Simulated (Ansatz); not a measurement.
A series of calculations on C₂H₄FN

Part 1: Relaxation

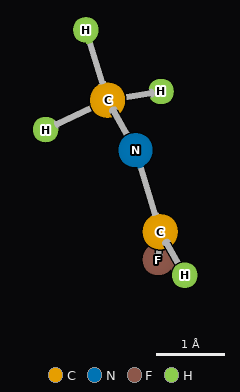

This is the input geometry for a relaxation of C2H4FN. The picture is a ball-and-stick view, seen from a free direction.

The run prepares an end point of a later path (torsion) calculation, from a guessed geometry.

These are results of RKS PBE0-D4/def2-SVP (Ansatz 0.2.0), not measurements.

Input file:
```yaml
crystal:
  periodic: [false, false, false]
  atoms:
    - { symbol: C, position_ang: [0.03, 0.8977, -0.3263] }
    - { symbol: "N", position_ang: [0.8172, -0.0984, 0.2503] }
    - { symbol: C, position_ang: [0.1647, -1.1979, 0.4552] }
    - { symbol: F, position_ang: [-1.0261, -1.3087, 0.1575] }
    - { symbol: H, position_ang: [-0.4062, 0.6282, -1.3322] }
    - { symbol: H, position_ang: [-0.8501, 1.224, 0.3223] }
    - { symbol: H, position_ang: [0.6101, 1.8461, -0.4871] }
    - { symbol: H, position_ang: [0.7526, -2.0482, 0.9044] }
basis:
  gaussian: { orbitals: def2-SVP }
hamiltonian:
  xc: pbe0
  dispersion: d4
relax:
  f_tol: 0.015
  max_steps: 40
output:
  orbitals: {}
```

Run as
```bash
ansatz run input.yaml --threads 1 --pin off --max-ram 2048MiB --backend cpu --events-out ev --progress --plain --runs-dir out
```

Where does the relaxation end?

Answer. After 12 accepted moves (15 points after the start) the energy has fallen by 0.574 eV. Largest force component: 7.3 eV/Å at the start, 0.014 eV/Å at the end. The line search rejected the trial steps at points 3, 10, 13 of the run. The forces were under the threshold at step 12, but the run went on from there. F4 moves most after the best rigid fit: 0.81 Å. Largest moves by element: F 0.81 Å, H 0.62 Å, N 0.43 Å, C 0.14 Å. Among the contacts that change: C3–F4 1.232 → 1.342 Å, N2–C3 1.295 → 1.245 Å, C1–N2 1.394 → 1.439 Å, C1–H6 1.141 → 1.102 Å. Bond angles that change, for instance: F4–C3–H8 122.2° → 111.1°, C1–N2–C3 112.8° → 121.7°, N2–C3–H8 116.2° → 123.8°. Groups turn about C1–N2 by about 60°. The run took 39 s on 1 thread of Arm Neoverse V1 (shared host), peak memory 0.14 GiB.

The structure at the end:

```xyz
8

C    -0.0116    0.9307   -0.4590
N     0.7293   -0.2596   -0.1373
C     0.2172   -1.1958    0.5037
F    -1.0442   -1.2208    0.9611
H    -0.0174    1.0614   -1.5530
H    -1.0516    0.9407   -0.0934
H     0.5196    1.8032   -0.0464
H     0.7509   -2.1170    0.7684
```

After the run, drawn alike:

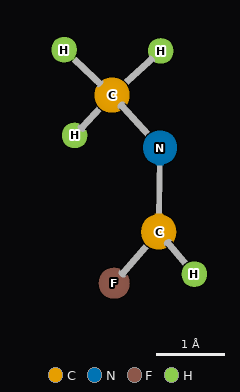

Part 2: Relaxation

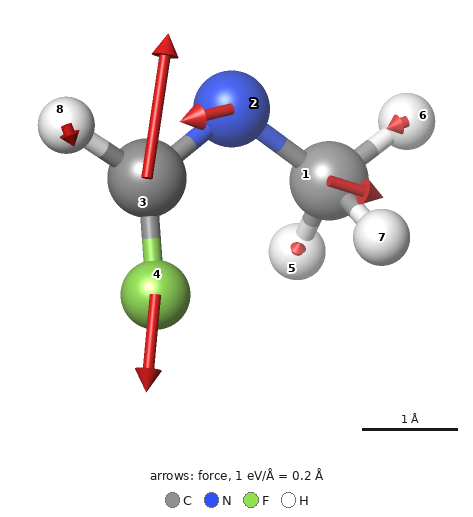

Starting geometry of C2H4FN with the computed forces as red arrows. A ball-and-stick model, seen at a tilt.

The run prepares an end point of a later path (torsion) calculation, from a guessed geometry.

The calculation used RKS PBE0-D4/def2-SVP in Ansatz 0.2.0.

Input file:
```yaml
crystal:
  periodic: [false, false, false]
  atoms:
    - { symbol: C, position_ang: [0.03, 0.8977, -0.3263] }
    - { symbol: "N", position_ang: [0.8172, -0.0984, 0.2503] }
    - { symbol: C, position_ang: [1.83536, -0.42019, -0.48213] }
    - { symbol: F, position_ang: [2.04812, 0.12176, -1.56837] }
    - { symbol: H, position_ang: [-0.4062, 0.6282, -1.3322] }
    - { symbol: H, position_ang: [-0.8501, 1.224, 0.3223] }
    - { symbol: H, position_ang: [0.6101, 1.8461, -0.4871] }
    - { symbol: H, position_ang: [2.52073, -1.20966, -0.06091] }
basis:
  gaussian: { orbitals: def2-SVP }
hamiltonian:
  xc: pbe0
  dispersion: d4
relax:
  f_tol: 0.015
  max_steps: 40
```

Launched with:
```bash
ansatz run input.yaml --threads 1 --pin off --max-ram 2048MiB --backend cpu --events-out ev --progress --plain --runs-dir out
```

**Is this structure relaxed? If not, where do the atoms go?**

It isn't relaxed: the largest force vector, on C3, is 7.81 eV/Å. The final displacements have little in common with the starting forces (cosine between the two patterns 0.04). F4 moves most after the best rigid fit: 0.80 Å. Largest moves by element: F 0.80 Å, H 0.63 Å, N 0.43 Å, C 0.16 Å. Among the contacts that change: C3–F4 1.232 → 1.342 Å, N2–C3 1.295 → 1.245 Å, C1–N2 1.394 → 1.439 Å, C1–H6 1.141 → 1.101 Å. Bond angles that change, for instance: F4–C3–H8 122.2° → 111.1°, C1–N2–C3 112.8° → 121.7°, N2–C3–H8 116.2° → 123.8°. Groups turn about C1–N2 by about 60°. After 20 accepted moves (23 points after the start) the energy has fallen by 13.5 kcal/mol. Largest force component: 6.9 eV/Å at the start, 0.0045 eV/Å at the end. The line search rejected the trial steps at points 5, 15, 22 of the run. The forces were under the threshold at step 7, but the run went on from there.

Part 3: Path

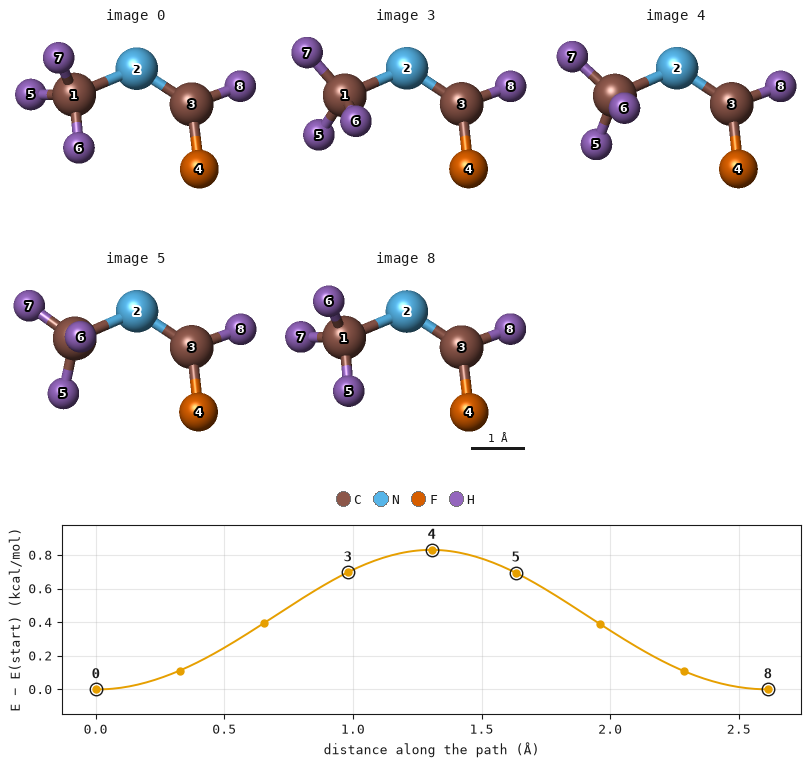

A search for the minimum-energy path of C2H4FN by the nudged elastic band. Images are numbered from 0 (start) to 8 (end). A ball-and-stick model, seen at a tilt.

Method: RKS PBE0-D4/def2-SVP (Ansatz 0.2.0).

The input:
```yaml
crystal:
  periodic: [false, false, false]
  atoms:
    - { symbol: C, position_ang: [-0.01089, 0.934022, -0.452174] }
    - { symbol: "N", position_ang: [0.731139, -0.256467, -0.133407] }
    - { symbol: C, position_ang: [0.216757, -1.198976, 0.496421] }
    - { symbol: F, position_ang: [-1.048213, -1.23121, 0.943468] }
    - { symbol: H, position_ang: [-0.008358, 1.072865, -1.545131] }
    - { symbol: H, position_ang: [-1.053759, 0.938084, -0.094867] }
    - { symbol: H, position_ang: [0.514344, 1.805016, -0.028742] }
    - { symbol: H, position_ang: [0.751181, -2.120535, 0.758531] }
basis:
  gaussian: { orbitals: def2-SVP }
hamiltonian:
  xc: pbe0
  dispersion: d4
neb:
  order_check: false
  images: 7
  f_tol: 0.05
  max_iterations: 60
  initial_path: idpp
  final_atoms:
    - { symbol: C, position_ang: [-0.06000876, 0.9892986, -0.30089855] }
    - { symbol: "N", position_ang: [0.49573506, 0.00959262, 0.59414468] }
    - { symbol: C, position_ang: [0.21739227, -1.19950271, 0.49492358] }
    - { symbol: F, position_ang: [-0.60507609, -1.73020923, -0.42269241] }
    - { symbol: H, position_ang: [-0.74039044, 0.5822153, -1.06686765] }
    - { symbol: H, position_ang: [-0.60057004, 1.74528223, 0.29009078] }
    - { symbol: H, position_ang: [0.76385337, 1.52080768, -0.80261261] }
    - { symbol: H, position_ang: [0.62126563, -1.9746855, 1.15801118] }
```

Launched with:
```bash
ansatz run input.yaml --threads 1 --pin off --max-ram 2048MiB --backend cpu --events-out ev --progress --plain --runs-dir out
```

What happens along the path, and what is the barrier?

The two ends have the same energy, and the highest point, image 4, lies 0.83 kcal/mol above the start. The motion is a rotation about the C1–N2 bond by about 120°. No bond forms or breaks between the ends. Among the angles between lasting bonds that change up to the highest image: N2–C1–H6 114.8° → 111.7°, N2–C1–H5 108.8° → 111.7°. The band converged in 6 iterations, with a climbing image at the top. At the top, the vibrational analysis gives one imaginary mode (131i cm⁻¹), as a transition state must have.

Cost: 100 s on 1 thread of Arm Neoverse V1, on a shared host, peak memory 0.24 GiB.
